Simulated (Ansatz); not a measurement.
A series of calculations on C2H7BO2

## 1. Relaxation

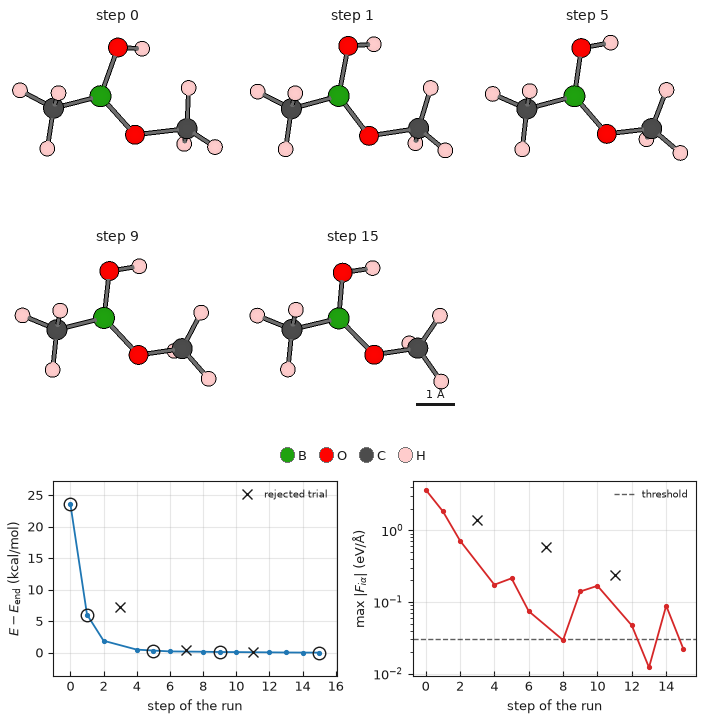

Frames of a relaxation of C$_{2}$H$_{7}$BO$_{2}$, marked on the history of the run. Style: ball-and-stick. Shown at a tilt.

The run prepares an end point of a later path (reaction) calculation, from a guessed geometry.

These are results of RKS B3LYP-D4/def2-SVP (Ansatz 0.2.0), not measurements. Set-up: no spin polarisation; force threshold 0.03 eV/Å; at most 50 steps.

**What happens along the run?**

After 12 accepted moves (15 points after the start) the energy has fallen by 23.5 kcal/mol. The largest force component goes from 3.7 to 0.022 eV/Å. The line search rejected the trial steps at points 3, 7, 11 of the run. The forces were under the threshold at step 8, but the run went on from there. The largest move after the best rigid fit is that of an H atom, 0.67 Å. Largest moves by element: H 0.67 Å, O 0.44 Å, C 0.22 Å, B 0.13 Å. Some distances before and after: C–O 1.571 → 1.408 Å, B–O 1.469 → 1.371 Å, B–O 1.434 → 1.369 Å, B–C 1.553 → 1.574 Å. Bond angles that change, for instance: O–C–H 97.0° → 112.2°, O–B–O 110.6° → 122.3°, O–B–C 126.2° → 119.0°. Groups turn about C–O by about 55°. The run took 45 s on 2 threads of Intel(R) Xeon(R) Platinum 8488C (Sapphire Rapids), on a shared host, peak memory 0.24 GiB. From step 0 to 1: an H atom moves most (0.19 Å), energy −17.5 kcal/mol. From step 1 to 5: an H atom moves most (0.15 Å), energy −5.71 kcal/mol. From step 5 to 9: H atoms move most (0.26 Å), energy −0.23 kcal/mol. From step 9 to 15: H atoms move most (0.21 Å), energy −0.10 kcal/mol.

## 2. Relaxation

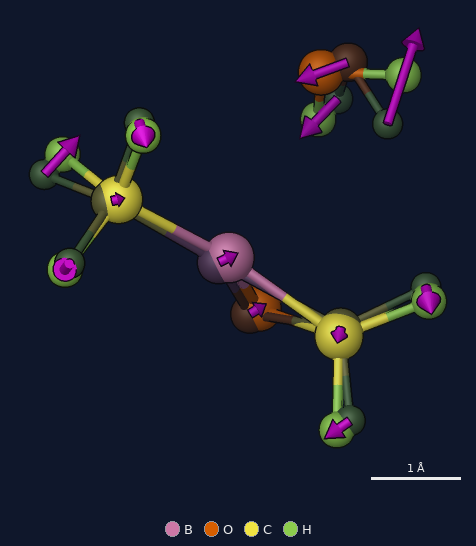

A relaxation of C₂H₇BO₂. The starting structure is drawn faded, the final one solid; purple arrows show the displacements, magnified 2 times. The two geometries are superimposed by the best rigid fit.

The picture is a ball-and-stick view, seen at a tilt.

The run prepares an end point of a later path (reaction) calculation, from a guessed geometry.

The calculation used Ansatz 0.2.0, RKS B3LYP-D4/def2-SVP. Settings: no spin polarisation; force threshold 0.03 eV/Å; at most 50 steps.

Q: What happened in the run?

A: The atom that moves furthest after the best rigid fit is an H atom (0.62 Å). By element the largest moves are H 0.62 Å, O 0.33 Å, B 0.13 Å, C 0.10 Å. Near-neighbour distances that change, for instance: B–C 1.569 → 1.529 Å, B–O 1.338 → 1.351 Å, C–O 1.507 → 1.500 Å. Among the angles between lasting bonds that change: O–B–C 140.5° → 138.0°, B–C–H 125.5° → 123.1°, B–O–C 66.6° → 64.6°. Over 11 accepted moves (15 points after the start) the energy falls by 2.77 kcal/mol. The largest force component goes from 0.79 to 0.029 eV/Å. The line search rejected the trial steps at points 1, 6, 9, 13 of the run.

## 3. Path

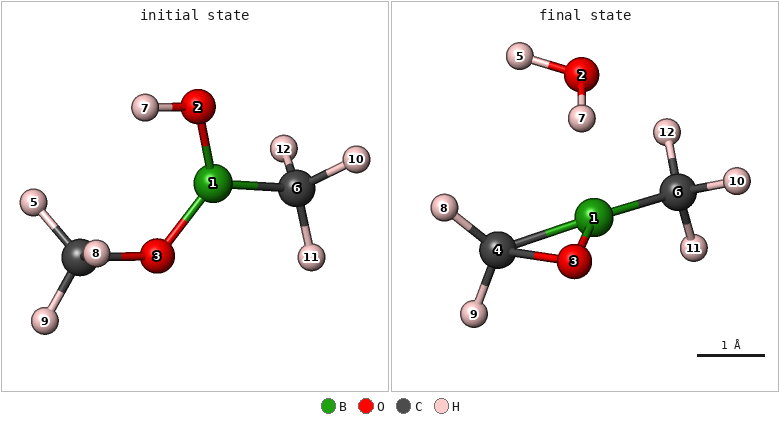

The two relaxed end points of a path for C2H7BO2. A ball-and-stick model, seen from a free direction.

These are results of RKS B3LYP-D4/def2-SVP (Ansatz), not measurements.

Run with 7 movable images; climbing image; force threshold 0.03 eV/Å; iteration limit 60.

Start:
```xyz
12

B    -0.0977    0.1263   -0.5141
O     1.1319   -0.0634   -1.0865
O    -0.3327   -0.1182    0.8148
C     0.6639   -0.5717    1.6994
H     1.5370    0.1076    1.7305
C    -1.2797    0.6595   -1.4055
H     1.8152   -0.3725   -0.4799
H     1.0186   -1.5860    1.4384
H     0.2387   -0.6148    2.7127
H    -1.2984    0.1630   -2.3890
H    -2.2577    0.5330   -0.9182
H    -1.1390    1.7374   -1.6025
```

End:
```xyz
12

B    -0.4503   -0.1522    0.1023
O     1.8079    0.2484   -0.7636
O    -0.1205   -1.4363    0.3600
C    -0.0788   -0.5115    1.5409
H     2.3609    0.5177   -0.0175
C    -1.1936    0.6491   -0.9978
H     1.7700   -0.7177   -0.6838
H     0.9315   -0.3810    1.9497
H    -0.8284   -0.7646    2.3012
H    -1.0708    0.1943   -1.9930
H    -2.2729    0.6588   -0.7579
H    -0.8550    1.6950   -1.0404
```

Q: Predict the minimum-energy path and its barrier.

A: The highest point, image 6, lies 3.59 eV above the start and 0.73 eV above the end; the end is at +2.86 eV relative to the start. Breaking: B1–O2 (1.37 → 1.61 at the top → 2.45 Å), C4–H5 (1.11 → 1.54 at the top → 3.07 Å). Forming: B1–C4 (2.44 → 1.67 at the top → 1.53 Å), O2–H5 (2.85 → 1.20 at the top → 0.97 Å). The band is converged. At the top, the vibrational analysis gives one imaginary mode (1443i cm⁻¹), as a transition state must have.

Energies of the converged images:

```csv
image,path (Å),E (eV)
0,0.00,0.000
1,1.21,0.002
2,2.43,0.000
3,3.64,0.001
4,4.85,0.174
5,6.06,0.548
6,7.28,3.589
7,9.58,2.870
8,11.89,2.857
```

The geometry at the top of the path:

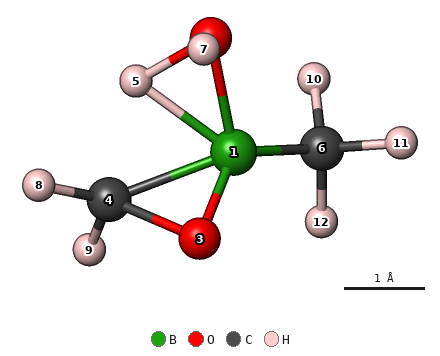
